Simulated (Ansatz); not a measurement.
# C2H4BCl: single point in a Gaussian basis, by script

The task is a single point in a Gaussian basis, for C2H4BCl. SMILES: ClC1BC1.

Program: the Python package of Ansatz 0.2.0. Level of theory: Hartree-Fock/cc-pVDZ. These are calculated values, not measurements.

### Step 1. The system

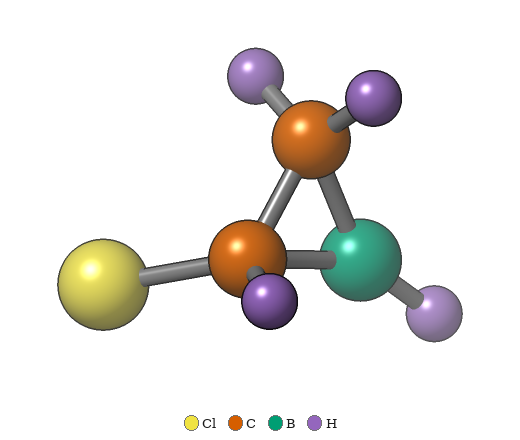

The starting structure, viewed from a chosen angle; chlorine yellow, carbon orange, boron teal, hydrogen purple.

The script holds or builds the structure itself.

### Step 2. The code

File energy_c2h4bcl.py:

```python
'''Single point of C2H4BCl in a Gaussian basis.'''

import ansatz as az

BASIS_SET = 'cc-pVDZ'
XC = 'hf'


def main() -> None:
    c2h4bcl = (
        az.Crystal.molecule()
        .atom('Cl', [-1.4276, 1.0981, -1.1786])
        .atom('C', [0.0505, 0.3737, -0.6986])
        .atom('B', [0.2772, 0.492, 0.8751])
        .atom('C', [-0.025, -0.8423, 0.0887])
        .atom('H', [0.9689, 0.4614, -1.3403])
        .atom('H', [0.5821, 1.1055, 1.8679])
        .atom('H', [0.7631, -1.578, 0.0246])
        .atom('H', [-1.0972, -1.1676, 0.3053])
    )

    calc = c2h4bcl.calculation()
    calc = calc.basis(gaussian=BASIS_SET).functional(XC)
    rep = calc.session().plan(threads=1).execute().report

    for key in ('converged', 'free_energy_ev', 'reference_energy_ev', 'n_frozen', 'n_occupied', 'n_virtual'):
        print(f'{key:22s} {rep[key]}')


if __name__ == '__main__':
    main()
```

### Step 3. The run

Launch:

```bash
python energy_c2h4bcl.py
```

The program printed:

```text
converged              True
free_energy_ev         -15297.425516342522
reference_energy_ev    -15297.425516342522
n_frozen               0
n_occupied             [19, 19]
n_virtual              [61, 61]
```

Wall time 1 s (1 thread of Arm Neoverse V2, shared host); peak memory 0.18 GiB.

Lines on the test bed's own set-up are left out of the output.

### Step 4. What the engine kept of the run

The report of the run holds:

```csv
item,value
SCF cycles in all,12
orbitals,80
total energy (eV),-15297.42552
```

### Step 5. Again, from the shell

The engine's input of that run, saved to a file, gives the whole log.

File input.yaml:

```yaml
crystal:
  periodic: [false, false, false]
  atoms:
    - { symbol: Cl, position_ang: [-1.4276, 1.0981, -1.1786] }
    - { symbol: C, position_ang: [0.0505, 0.3737, -0.6986] }
    - { symbol: B, position_ang: [0.2772, 0.492, 0.8751] }
    - { symbol: C, position_ang: [-0.025, -0.8423, 0.0887] }
    - { symbol: H, position_ang: [0.9689, 0.4614, -1.3403] }
    - { symbol: H, position_ang: [0.5821, 1.1055, 1.8679] }
    - { symbol: H, position_ang: [0.7631, -1.578, 0.0246] }
    - { symbol: H, position_ang: [-1.0972, -1.1676, 0.3053] }
basis:
  gaussian: { orbitals: cc-pVDZ }
hamiltonian:
  xc: hf
```

Launch:

```bash
ansatz run input.yaml --threads 1 --pin off --max-ram 4096MiB --backend cpu --events-out ev --progress --plain --runs-dir out
```

The program printed:

```text
Warning: RAYON_NUM_THREADS=1 ignored (pool sized by the plan → 1); use --threads N
Engine: ansatz 0.2.0, aarch64-unknown-linux-gnu
Functional definition: HF
  exchange = exact_x
  correlation = 0
761 factors; integrals over basis functions are off by at most 1.0e-3 eV
mean field evaluation 1: about -15295.2565 eV, gradient 2.4e1 eV
mean field evaluation 2: about -15295.4341 eV, gradient 2.4e1 eV
mean field evaluation 4: about -15297.3869 eV, gradient 3.1e0 eV
mean field evaluation 8: about -15297.4252 eV, gradient 2.1e-1 eV
mean field -15297.42551634 eV, -562.1700187582 hartree, gradient 1.7e-5 eV, S^2 0.000000; 0 other end points of the search recorded, 0 dependent functions left out
reference -15297.42551634 eV, -562.1700187582 hartree; 19, 19 occupied and 61, 61 virtual orbitals, 761 factors
Total energy: -15297.42551634 eV, -562.1700187582 hartree
```

Wall time 0.66 s (1 thread of Arm Neoverse V2, shared host); peak memory 0.11 GiB.

Script and command line differ by 0.000 meV in the energy.

### Step 6. Summary of results

| quantity | value |
| --- | --- |
| total energy | -15297.4255 eV |

**Reading.** The run converged in 12 cycles with 80 orbitals. The geometry is a force-field or estimated start, not a minimum of this method, and the basis set is short of its limit.
